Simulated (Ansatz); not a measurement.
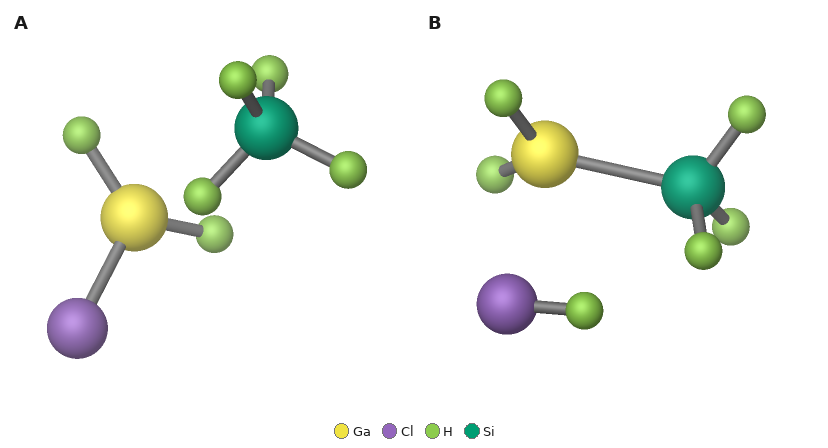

2 stationary structures of one formula. Geometries: PBE0-D4/def2-TZVP. Electronic energies: CCSD(T)/CBS (MP2 limit from def2-TZVPP and def2-QZVPP plus CCSD(T) − MP2) (Ansatz 0.2.0), without zero-point energy. Each is one conformer, not always the lowest.

### Which is lowest in energy, and by how much?

A is lowest (a saddle point of order 1); B lies 105.8 kJ/mol above it (a minimum).
